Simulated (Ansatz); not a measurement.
**AlH4OSi (charge −1): density, localisation and related maps**

The calculation's input:

```
crystal:
  periodic: [false, false, false]
  atoms:
    - {symbol: O, position_ang: [-1.844236, -0.657111, -0.722767]}
    - {symbol: Al, position_ang: [-0.385185, 0.278469, -0.432966]}
    - {symbol: Si, position_ang: [1.010029, 0.049338, 1.466571]}
    - {symbol: H, position_ang: [-2.150423, -0.619562, -1.629164]}
    - {symbol: H, position_ang: [-0.076537, 1.019985, -1.867372]}
    - {symbol: H, position_ang: [1.948362, 0.969376, 0.656137]}
    - {symbol: H, position_ang: [1.164785, -1.036642, 0.310218]}
basis:
  gaussian: {orbitals: "def2-TZVPPD.json"}
total_charge: -1
hamiltonian: {xc: pbe0, dispersion: d4}
output: {orbitals: {seedname: orbitals}}
```

Run with:

```sh
ansatz run in.yaml --threads 2 --pin off --events-out ev --progress --plain --max-ram 4352MiB
```

Geometry: PBE0-D4/def2-TZVPD.

Level of theory: RKS PBE0-D4/def2-TZVPPD (Ansatz 0.2.0).

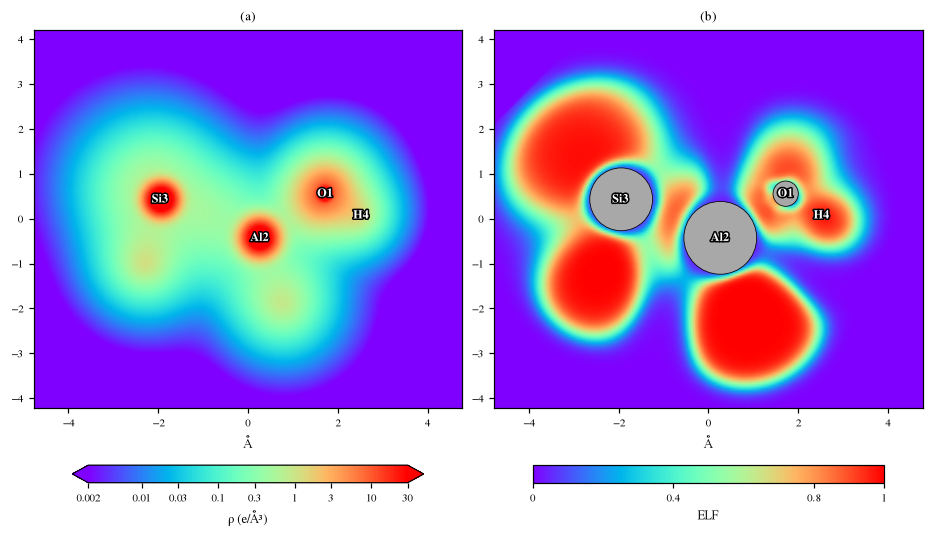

Figure 1. (a) electron density; (b) electron localisation function on the plane of atoms O1, Al2 and Si3. Grey discs cover the atomic cores in the ELF map.

> Read the bonding off the picture.

The plane passes through O, Al, Si and H nuclei.
Al–O (1.76 Å): ρ is about 0.8 e/Å³ halfway; the ELF peaks at about 0.90 in the valence shell of O, 0.6 Å from its nucleus, and is about 0.45 at the midpoint.
Al–Si (2.37 Å): the density is about 0.45 e/Å³ at the midpoint; the ELF peaks at about 0.85 in the valence shell of Si, 1.2 Å from its nucleus, and is about 0.85 at the midpoint.
O–H (0.96 Å): ρ at the midpoint is about 3.8 e/Å³; the ELF climbs to about 1 towards the hydrogen, as it does in any bond to H (an ordinary covalent bond to hydrogen).
The ELF also peaks beside O1 and Si3, away from the bonds: lone-pair regions.

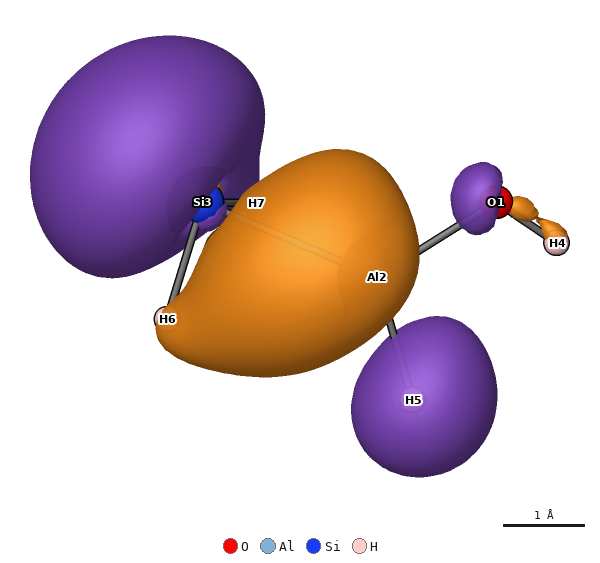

Figure 2. The HOMO at ±0.08 Å⁻³ᐟ² (orange and purple are the two phases), seen across its widest extent.

> Describe this orbital and give its energy.

Its weight (Hirshfeld) is mainly on Si3 (about 60 %), Al2 (about 25 %) and H5 (about 10 %). Its energy is −0.88 eV.

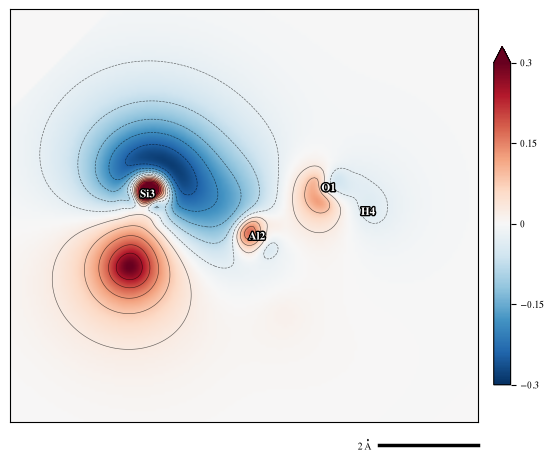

Figure 3. The HOMO−1 on the plane of atoms O1, Al2 and Si3 (values in Å⁻³ᐟ²; the overall sign is arbitrary).

> Where does this orbital lie, and at what energy?

By Hirshfeld shares it lies mainly on Si3 (about 60 %), Al2 (about 15 %), H6 (about 10 %) and H7 (about 10 %). Its energy is −1.80 eV.
